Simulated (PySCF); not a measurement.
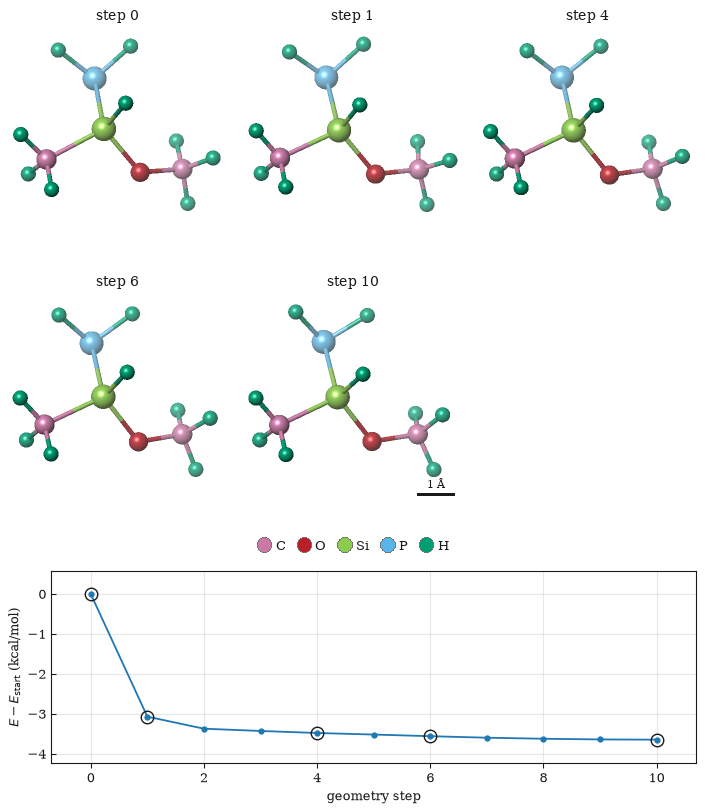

Frames of a relaxation of C$_{2}$H$_{9}$OPSi, marked on the history of the run. A ball-and-stick model, seen at a tilt.

The start comes from GFN2-xTB. Its atoms were then displaced at random by about 0.01 Å.

Computed with PBE0-D3(BJ)/def2-SVP geometry optimisation, gas phase in PySCF. 

**Describe the path.**

Over 10 geometry steps the energy falls by 3.64 kcal/mol. The largest move after the best rigid fit is that of an H atom, 0.38 Å. Largest moves by element: H 0.38 Å, O 0.27 Å, P 0.18 Å, Si 0.12 Å, C 0.07 Å. Near-neighbour distances that change, for instance: H–P 1.392 → 1.430 Å, C–H 1.064 → 1.101 Å, O–Si 1.633 → 1.667 Å, C–O 1.423 → 1.398 Å. Bond angles that change, for instance: H–C–H 112.1° → 107.8°, C–O–Si 128.3° → 124.0°, H–C–H 104.7° → 108.3°. Groups turn about C–O by about 30°. The run took 62 s on 1 thread of Arm Neoverse V1 (shared host). From step 0 to 1: an H atom moves most (0.17 Å), energy −3.07 kcal/mol. From step 1 to 4: an H atom moves most (0.13 Å), energy −0.41 kcal/mol. From step 4 to 6: an H atom moves most (0.13 Å), energy −0.08 kcal/mol. From step 6 to 10: an H atom moves most (0.16 Å), energy −0.09 kcal/mol.
